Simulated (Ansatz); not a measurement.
**CClF₂NSn: one molecule under many settings**

How do the results and run time of CClF₂NSn respond when the settings are drawn wide?

Method: the settings change from run to run; program: Ansatz 0.2.0, Gaussian basis.

### Step 1. The geometry

The structure was relaxed beforehand with PBE0-D4 in a triple-zeta def2 set. Sn takes a core potential in def2 sets; no spin-orbit term is included.

6 atoms, charge 0, spin multiplicity 1.

Atoms are counted from 1 here; the program's logs count them from 0.

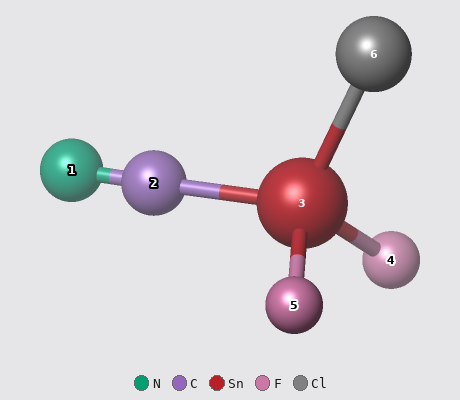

The geometry (nitrogen teal, carbon purple, tin red, fluorine pink, chlorine grey); atoms are numbered from 1 in the order of the file.

Coordinates:

| atom | x (Å) | y (Å) | z (Å) |
| --- | --- | --- | --- |
| N1 | 1.6021 | -1.7813 | 1.2545 |
| C2 | 0.9232 | -1.0385 | 0.6960 |
| Sn3 | -0.3019 | 0.3223 | -0.2807 |
| F4 | -1.7136 | -0.6171 | -1.1023 |
| F5 | 0.6760 | 1.1156 | -1.6824 |
| Cl6 | -1.1438 | 1.9348 | 1.0686 |

### Step 2. B97/STO-3G

Set apart from the defaults: a grid of angular degree 11, a point charge of 1.00 e beside it.

The input, in.yaml:

```yaml
crystal:
  periodic: [false, false, false]
  atoms:
    - {symbol: N, position_ang: [1.602131, -1.781295, 1.254452]}
    - {symbol: C, position_ang: [0.923243, -1.038476, 0.696047]}
    - {symbol: Sn, position_ang: [-0.301902, 0.322337, -0.280698]}
    - {symbol: F, position_ang: [-1.713617, -0.617065, -1.102252]}
    - {symbol: F, position_ang: [0.675999, 1.115646, -1.682385]}
    - {symbol: Cl, position_ang: [-1.143754, 1.934752, 1.068636]}
basis:
  gaussian: {orbitals: STO-3G, final_grid: {core_spheres: 5, valence_spheres: 4, degree: 11}, point_charges: [{charge: 1.00, position_ang: [5.679, -0.368, 0.414]}]}
hamiltonian: {xc: {name: B97}}
output: {forces: true}
```

Launch:

```
$ ansatz run in.yaml --threads 4 --pin off --events-out ev --progress --plain --max-ram 10444MiB
```

The program printed, cut to the lines that bear on the results:

```text
Functional definition: B97
  name "B97"
  cite "Becke, J. Chem. Phys. 107, 8554 (1997) doi:10.1063/1.475007"
[...]
      + integral(e_c_pw_opposite_spin*poly(b97_u_opposite, cos0, cos1, cos2))
746 factors; integrals over basis functions are off by at most 3.2e-5 eV
[...]
mean field -182555.64708746 eV, -6708.7962898021 hartree, gradient 1.2e-5 eV, S^2 0.000000; 0 other end points of the search recorded, 0 dependent functions left out
[...]
reference -182555.64709952 eV, -6708.7962902456 hartree; 49, 49 occupied and 7, 7 virtual orbitals, 746 factors
Total energy: -182555.64709952 eV, -6708.7962902456 hartree
Atom 0 at     1.602131    -1.781295     1.254452 Å, force     3.988217    -4.156711     2.920930 eV/Å
Atom 1 at     0.923243    -1.038476     0.696047 Å, force    -4.165047     4.790303    -3.195853 eV/Å
Atom 2 at    -0.301902     0.322337    -0.280698 Å, force     0.414923    -1.297223     0.101225 eV/Å
Atom 3 at    -1.713617    -0.617065    -1.102252 Å, force    -0.305801    -0.215009    -0.194459 eV/Å
Atom 4 at     0.675999     1.115646    -1.682385 Å, force     0.375842     0.210854    -0.326537 eV/Å
Atom 5 at    -1.143754     1.934752     1.068636 Å, force    -0.283765     0.737998     0.641581 eV/Å
Dipole moment:    -0.265823     0.122588    -0.454795 e Å
```

It took 0.7 s on 4 threads of Intel Xeon at 2.80GHz, shared host.

Largest force 7.107 eV/Å, dipole 2.60 D.

### Step 3. SVWN5/def2-TZVPD

This run has charge +1, multiplicity 2.

Changes to in.yaml since step 2:

```diff
@@ -10,4 +10,5 @@
 basis:
-  gaussian: {orbitals: STO-3G, final_grid: {core_spheres: 5, valence_spheres: 4, degree: 11}, point_charges: [{charge: 1.00, position_ang: [5.679, -0.368, 0.414]}]}
-hamiltonian: {xc: {name: B97}}
-output: {forces: true}
+  gaussian: {orbitals: def2-TZVPD}
+total_charge: 1
+magnetization: {spin_polarized: true, initial_magnetization: 1}
+hamiltonian: {xc: {name: SVWN5}}
```

Launched as before.

The program printed, cut to the lines that bear on the results:

```text
Functional definition: SVWN5
  name "SVWN5"
  cite "Dirac, Proc. Camb. Phil. Soc. 26, 376 (1930) doi:10.1017/S0305004100016108"
  cite "Slater, Phys. Rev. 81, 385 (1951) doi:10.1103/PhysRev.81.385"
  cite "Vosko, Wilk & Nusair, Can. J. Phys. 58, 1200 (1980) doi:10.1139/p80-159"
[...]
1431 factors; their error is unknown
[...]
mean field -26203.66985161 eV, -962.9671055612 hartree, gradient 2.7e-6 eV, S^2 0.752420; 10 other end points of the search recorded, 0 dependent functions left out
reference -26203.66991602 eV, -962.9671079284 hartree; 35, 34 occupied and 221, 222 virtual orbitals, 1431 factors
Total energy: -26203.66991602 eV, -962.9671079284 hartree
```

Run time: 19 s. Hardware: 4 threads of Intel Xeon at 2.80GHz, shared host; peak memory 0.96 GiB.

⟨S²⟩ 0.752.

### Step 4. CAM-B3LYP/STO-3G

Changes to in.yaml since step 3:

```diff
@@ -10,5 +10,3 @@
 basis:
-  gaussian: {orbitals: def2-TZVPD}
-total_charge: 1
-magnetization: {spin_polarized: true, initial_magnetization: 1}
-hamiltonian: {xc: {name: SVWN5}}
+  gaussian: {orbitals: STO-3G}
+hamiltonian: {xc: {name: CAM-B3LYP}}
```

Same command.

The program printed, cut to the lines that bear on the results:

```text
Functional definition: CAM-B3LYP
  name "CAM-B3LYP"
  cite "Yanai, Tew & Handy, Chem. Phys. Lett. 393, 51 (2004) doi:10.1016/j.cplett.2004.06.011"
  cite "Iikura, Tsuneda, Yanai & Hirao, J. Chem. Phys. 115, 3540 (2001) doi:10.1063/1.1383587"
  cite "Becke, Phys. Rev. A 38, 3098 (1988) doi:10.1103/PhysRevA.38.3098"
  cite "Lee, Yang & Parr, Phys. Rev. B 37, 785 (1988) doi:10.1103/PhysRevB.37.785"
  cite "Vosko, Wilk & Nusair, Can. J. Phys. 58, 1200 (1980) doi:10.1139/p80-159"
[...]
  # Exact exchange under (alpha + beta erf(omega r))/r, Becke's under what is left of 1/r.
[...]
746 factors; integrals over basis functions are off by at most 3.2e-5 eV
182 factors; integrals over basis functions are off by at most 6.2e-7 eV
[...]
mean field -182563.56916382 eV, -6709.0874207385 hartree, gradient 2.5e-5 eV, S^2 0.000000; 0 other end points of the search recorded, 0 dependent functions left out
reference -182563.56923989 eV, -6709.0874235343 hartree; 49, 49 occupied and 7, 7 virtual orbitals, 746 factors
Total energy: -182563.56923989 eV, -6709.0874235343 hartree
```

It took 0.75 s on 4 threads of Intel Xeon at 2.80GHz, shared host.

### Step 5. SVWN5/def2-mTZVP

Options: coordinates scaled by 1.12, finite nuclei, high accuracy.

The input, in.yaml:

```yaml
crystal:
  periodic: [false, false, false]
  atoms:
    - {symbol: N, position_ang: [1.794386, -1.995051, 1.404987]}
    - {symbol: C, position_ang: [1.034032, -1.163093, 0.779573]}
    - {symbol: Sn, position_ang: [-0.338131, 0.361018, -0.314381]}
    - {symbol: F, position_ang: [-1.919251, -0.691113, -1.234522]}
    - {symbol: F, position_ang: [0.757119, 1.249524, -1.884272]}
    - {symbol: Cl, position_ang: [-1.281004, 2.166922, 1.196872]}
basis:
  gaussian: {orbitals: def2-mTZVP, nuclear_model: gaussian}
hamiltonian: {xc: {name: SVWN5}}
accuracy: high
output: {forces: true}
```

The command is unchanged.

The program printed, cut to the lines that bear on the results:

```text
Functional definition: SVWN5
  name "SVWN5"
  cite "Dirac, Proc. Camb. Phil. Soc. 26, 376 (1930) doi:10.1017/S0305004100016108"
  cite "Slater, Phys. Rev. 81, 385 (1951) doi:10.1103/PhysRev.81.385"
  cite "Vosko, Wilk & Nusair, Can. J. Phys. 58, 1200 (1980) doi:10.1139/p80-159"
[...]
2543 factors; integrals over basis functions are off by at most 5.6e-8 eV
[...]
mean field -26212.90836892 eV, -963.3066148103 hartree, gradient 4.0e-8 eV, S^2 0.000000; 0 other end points of the search recorded, 0 dependent functions left out
[...]
reference -26212.90837343 eV, -963.3066149761 hartree; 35, 35 occupied and 99, 99 virtual orbitals, 2543 factors
Total energy: -26212.90837343 eV, -963.3066149761 hartree
Atom 0 at     1.794386    -1.995051     1.404987 Å, force    -5.710785     6.246105    -4.698388 eV/Å
Atom 1 at     1.034032    -1.163093     0.779573 Å, force     4.402692    -4.790241     3.662161 eV/Å
Atom 2 at    -0.338131     0.361018    -0.314381 Å, force    -0.315606     0.015920    -1.255476 eV/Å
Atom 3 at    -1.919251    -0.691113    -1.234522 Å, force     2.304533     1.510687     1.369041 eV/Å
Atom 4 at     0.757119     1.249524    -1.884272 Å, force    -1.567205    -1.296328     2.308821 eV/Å
Atom 5 at    -1.281004     2.166922     1.196872 Å, force     0.886371    -1.686144    -1.386158 eV/Å
Dipole moment:    -0.109504     0.231097     0.243508 e Å
```

Wall time 3.4 s (4 threads of Intel Xeon at 2.80GHz, shared host).

Largest force 9.680 eV/Å, dipole 1.70 D.

### Step 6. r2SCAN0/STO-3G

Options: charge -1, multiplicity 2, finite nuclei, D3(BJ) with three-body dispersion.

The input, in.yaml:

```yaml
crystal:
  periodic: [false, false, false]
  atoms:
    - {symbol: N, position_ang: [1.602131, -1.781295, 1.254452]}
    - {symbol: C, position_ang: [0.923243, -1.038476, 0.696047]}
    - {symbol: Sn, position_ang: [-0.301902, 0.322337, -0.280698]}
    - {symbol: F, position_ang: [-1.713617, -0.617065, -1.102252]}
    - {symbol: F, position_ang: [0.675999, 1.115646, -1.682385]}
    - {symbol: Cl, position_ang: [-1.143754, 1.934752, 1.068636]}
basis:
  gaussian: {orbitals: STO-3G, nuclear_model: gaussian}
total_charge: -1
magnetization: {spin_polarized: true, initial_magnetization: 1}
hamiltonian: {xc: {name: r2SCAN0}, dispersion: d3bjatm}
output: {forces: true}
```

Launched as before.

The program printed, cut to the lines that bear on the results:

```text
Functional definition: r2SCAN0
  name "r2SCAN0"
  cite "Bursch, Neugebauer, Ehlert & Grimme, J. Chem. Phys. 156, 134105 (2022) doi:10.1063/5.0086040"
  cite "Furness, Kaplan, Ning, Perdew & Sun, J. Phys. Chem. Lett. 11, 8208 (2020) doi:10.1021/acs.jpclett.0c02405"
  cite "Furness, Kaplan, Ning, Perdew & Sun, J. Phys. Chem. Lett. 11, 9248 (2020) doi:10.1021/acs.jpclett.0c03077"
  parent r2scan
[...]
748 factors; integrals over basis functions are off by at most 3.2e-5 eV
[...]
mean field -182561.79781256 eV, -6709.0223247805 hartree, gradient 6.6e-6 eV, S^2 0.753838; 2 other end points of the search recorded, 0 dependent functions left out
[...]
reference -182561.79781571 eV, -6709.0223248965 hartree; 50, 49 occupied and 6, 7 virtual orbitals, 748 factors
Total energy: -182561.84998822 eV, -6709.0242422006 hartree
Atom 0 at     1.602131    -1.781295     1.254452 Å, force     3.808153    -3.784267     4.233549 eV/Å
Atom 1 at     0.923243    -1.038476     0.696047 Å, force    -3.380609     2.726036    -5.588409 eV/Å
Atom 2 at    -0.301902     0.322337    -0.280698 Å, force     1.699926    -2.186708     0.400150 eV/Å
Atom 3 at    -1.713617    -0.617065    -1.102252 Å, force    -0.195269    -0.746621    -0.972627 eV/Å
Atom 4 at     0.675999     1.115646    -1.682385 Å, force     0.437203    -0.290642    -1.137609 eV/Å
Atom 5 at    -1.143754     1.934752     1.068636 Å, force    -2.369402     4.282202     3.064945 eV/Å
Dipole moment:    -0.272315     0.098296    -0.814685 e Å
```

Wall time 3 s (4 threads of Intel Xeon at 2.80GHz, shared host).

Largest force 7.077 eV/Å, ⟨S²⟩ 0.754.

### Step 7. HSE06/x2c-TZVPPall

This run has D4 dispersion.

Changes to in.yaml since step 6:

```diff
@@ -10,6 +10,4 @@
 basis:
-  gaussian: {orbitals: STO-3G, nuclear_model: gaussian}
-total_charge: -1
-magnetization: {spin_polarized: true, initial_magnetization: 1}
-hamiltonian: {xc: {name: r2SCAN0}, dispersion: d3bjatm}
+  gaussian: {orbitals: x2c-TZVPPall}
+hamiltonian: {xc: {name: HSE06}, dispersion: d4}
 output: {forces: true}
```

Launched as before.

The program printed, cut to the lines that bear on the results:

```text
Functional definition: HSE06
  name "HSE06"
  cite "Heyd, Scuseria & Ernzerhof, J. Chem. Phys. 118, 8207 (2003) doi:10.1063/1.1564060"
  cite "Krukau, Vydrov, Izmaylov & Scuseria, J. Chem. Phys. 125, 224106 (2006) doi:10.1063/1.2404663"
  cite "Heyd & Scuseria, J. Chem. Phys. 120, 7274 (2004) doi:10.1063/1.1668634"
  cite "Ernzerhof & Perdew, J. Chem. Phys. 109, 3313 (1998) doi:10.1063/1.476928"
  cite "Perdew, Burke & Ernzerhof, Phys. Rev. Lett. 77, 3865 (1996) doi:10.1103/PhysRevLett.77.3865"
  parent pbe
[...]
  # The whole range is PBE's own exchange, as in plane waves. The composition of these papers is wPBEh.
[...]
1619 factors; their error is unknown
80 factors; integrals over basis functions are off by at most 3.0e-7 eV
[...]
mean field -188587.59618964 eV, -6930.4663307053 hartree, gradient 1.5e-5 eV, S^2 0.000000; 0 other end points of the search recorded, 0 dependent functions left out
[...]
reference -188587.59622164 eV, -6930.4663318814 hartree; 49, 49 occupied and 177, 177 virtual orbitals, 1619 factors
Total energy: -188587.73829721 eV, -6930.4715530624 hartree
Relativity: scalar
Atom 0 at     1.602131    -1.781295     1.254452 Å, force     0.009412    -0.012025     0.013011 eV/Å
Atom 1 at     0.923243    -1.038476     0.696047 Å, force     0.024554    -0.025387     0.011493 eV/Å
Atom 2 at    -0.301902     0.322337    -0.280698 Å, force     0.016679    -0.005301     0.055887 eV/Å
Atom 3 at    -1.713617    -0.617065    -1.102252 Å, force    -0.075318    -0.051473    -0.047228 eV/Å
Atom 4 at     0.675999     1.115646    -1.682385 Å, force     0.051938     0.041437    -0.078430 eV/Å
Atom 5 at    -1.143754     1.934752     1.068636 Å, force    -0.027264     0.052748     0.045266 eV/Å
Dipole moment:    -0.181833     0.291570     0.127749 e Å
```

Run time: 4.7 s. Hardware: 4 threads of Intel Xeon at 2.80GHz, shared host; peak memory 0.87 GiB.

Largest force 0.103 eV/Å, dipole 1.76 D.

### Step 8. HF/def2-TZVPP

This run has a grid of angular degree 11, the search for lower states set to light.

Changes to in.yaml since step 7:

```diff
@@ -10,4 +10,5 @@
 basis:
-  gaussian: {orbitals: x2c-TZVPPall}
-hamiltonian: {xc: {name: HSE06}, dispersion: d4}
+  gaussian: {orbitals: def2-TZVPP, final_grid: {core_spheres: 5, valence_spheres: 4, degree: 11}}
+hamiltonian: {xc: {name: HF}}
+scf: {lower_state_search: light}
 output: {forces: true}
```

Launched as before.

The program printed, cut to the lines that bear on the results:

```text
Functional definition: HF
  name "HF"
  cite "Fock, Z. Phys. 61, 126 (1930) doi:10.1007/BF01340294"
  parent pbe
[...]
1702 factors; their error is unknown
[...]
mean field -26239.46335827 eV, -964.2824926693 hartree, gradient 8.0e-6 eV, S^2 0.000000; 0 other end points of the search recorded, 0 dependent functions left out
[...]
reference -26239.46335827 eV, -964.2824926693 hartree; 35, 35 occupied and 181, 181 virtual orbitals, 1702 factors
Total energy: -26239.46335827 eV, -964.2824926693 hartree
Atom 0 at     1.602131    -1.781295     1.254452 Å, force    -1.847122     2.019471    -1.511534 eV/Å
Atom 1 at     0.923243    -1.038476     0.696047 Å, force     1.901914    -2.084991     1.537648 eV/Å
Atom 2 at    -0.301902     0.322337    -0.280698 Å, force    -0.294133     0.095105    -0.924425 eV/Å
Atom 3 at    -1.713617    -0.617065    -1.102252 Å, force     0.627024     0.404140     0.354027 eV/Å
Atom 4 at     0.675999     1.115646    -1.682385 Å, force    -0.426282    -0.358713     0.609259 eV/Å
Atom 5 at    -1.143754     1.934752     1.068636 Å, force     0.038600    -0.075011    -0.064974 eV/Å
Dipole moment:    -0.184473     0.304010     0.154716 e Å
```

Wall time 2.5 s (4 threads of Intel Xeon at 2.80GHz, shared host); peak memory 0.68 GiB.

Largest force 3.214 eV/Å, dipole 1.86 D.

### Step 9. B97M-V/def2-mTZVPP

Set apart from the defaults: density fitting with def2-universal-jkfit, a point charge of -1.00 e beside it.

Changes to in.yaml since step 8:

```diff
@@ -10,5 +10,4 @@
 basis:
-  gaussian: {orbitals: def2-TZVPP, final_grid: {core_spheres: 5, valence_spheres: 4, degree: 11}}
-hamiltonian: {xc: {name: HF}}
-scf: {lower_state_search: light}
+  gaussian: {orbitals: def2-mTZVPP, fitting: {mean_field: def2-universal-jkfit}, point_charges: [{charge: -1.00, position_ang: [6.508, 0.578, -0.163]}]}
+hamiltonian: {xc: {name: B97M-V}}
 output: {forces: true}
```

Launched as before.

The program printed, cut to the lines that bear on the results:

```text
Functional definition: B97M-V
  name "B97M-V"
  cite "Mardirossian & Head-Gordon, J. Chem. Phys. 142, 074111 (2015) doi:10.1063/1.4907719"
  cite "Becke, J. Chem. Phys. 107, 8554 (1997) doi:10.1063/1.475007"
  cite "Vydrov & Van Voorhis, J. Chem. Phys. 133, 244103 (2010) doi:10.1063/1.3521275"
  # Of w^i u^j: cxij and so on, Table III.
[...]
  gx(w, u) = cx00 + cx01*u + cx02*u^2 + (cx10 + cx11*u)*w
  gss(w, u) = css00 + css02*u^2 + css10*w + (css32*w^3 + css42*w^4)*u^2
  gos(w, u) = cos00 + cos01*u + cos03*u^3 + cos10*w + cos32*w^3*u^2
[...]
      + integral(e_c_pw_mod_opposite_spin*gos(b97_w_opposite, b97_u_opposite)) + vv10(b, c)
652 factors; integrals over basis functions are off by at most 1.6e0 eV
[...]
mean field -26314.89709388 eV, -967.0546313222 hartree, gradient 2.1e-5 eV, S^2 0.000000; 0 other end points of the search recorded, 0 dependent functions left out
[...]
reference -26314.89716054 eV, -967.0546337719 hartree; 35, 35 occupied and 119, 119 virtual orbitals, 652 factors
Total energy: -26314.89716054 eV, -967.0546337719 hartree
Atom 0 at     1.602131    -1.781295     1.254452 Å, force     0.093358    -0.228274     0.161744 eV/Å
Atom 1 at     0.923243    -1.038476     0.696047 Å, force    -0.074885     0.034567     0.010365 eV/Å
Atom 2 at    -0.301902     0.322337    -0.280698 Å, force     0.735216    -0.100136     0.098201 eV/Å
Atom 3 at    -1.713617    -0.617065    -1.102252 Å, force    -0.539136    -0.292976    -0.243903 eV/Å
Atom 4 at     0.675999     1.115646    -1.682385 Å, force     0.064855     0.213086    -0.338122 eV/Å
Atom 5 at    -1.143754     1.934752     1.068636 Å, force    -0.255190     0.356652     0.311310 eV/Å
Dipole moment:    -0.009882     0.252890     0.095775 e Å
```

It took 3.4 s on 4 threads of Intel Xeon at 2.80GHz, shared host.

Largest force 0.748 eV/Å, dipole 1.30 D.

### Step 10. The runs in one table

```
             level  charge  multiplicity               geometry  functions  energy (eV)    time
        B97/STO-3G       0             1  relaxed, point charge         56  -182555.647   0.7 s
  SVWN5/def2-TZVPD       1             2                relaxed        256   -26203.670    19 s
  CAM-B3LYP/STO-3G       0             1                relaxed         56  -182563.569  0.75 s
  SVWN5/def2-mTZVP       0             1                 scaled        134   -26212.908   3.4 s
    r2SCAN0/STO-3G      -1             2                relaxed         56  -182561.850     3 s
HSE06/x2c-TZVPPall       0             1                relaxed        226  -188587.738   4.7 s
     HF/def2-TZVPP       0             1                relaxed        216   -26239.463   2.5 s
B97M-V/def2-mTZVPP       0             1  relaxed, point charge        154   -26314.897   3.4 s
```

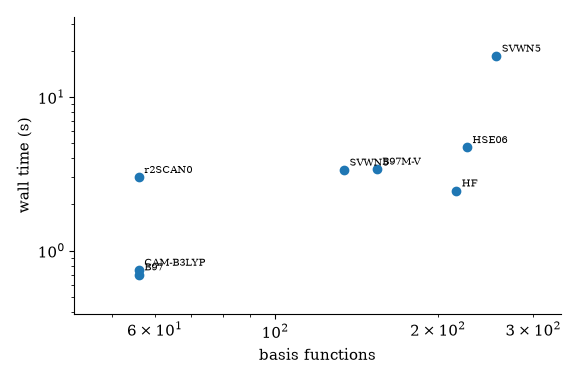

Wall time against the number of basis functions (shared host).

### Step 11. Results

```
                                         quantity                   value
                                             runs                       8
                                         quickest       B97/STO-3G, 0.7 s
                                          slowest  SVWN5/def2-TZVPD, 19 s
spread of total energies, same state and geometry             162348.3 eV
                  dipole, same state and geometry          1.76 to 1.86 D
```

SVWN5/def2-TZVPD took 26 times as long as B97/STO-3G. The jobs differ in tasks and options as well as level. The totals spread over 162348 eV; they can't be compared across methods or bases. Some of these runs are scalar-relativistic and others not, which shifts the totals of all-electron atoms past neon by several eV an atom and more; core potentials, where a basis has them, take the core out of the total altogether. At the PBE0-D4/def2-TZVP geometry and in the same state, the sound runs without point charges leave forces up to 3.21 eV/Å (HF/def2-TZVPP), against 9.7 eV/Å where the atoms were moved.
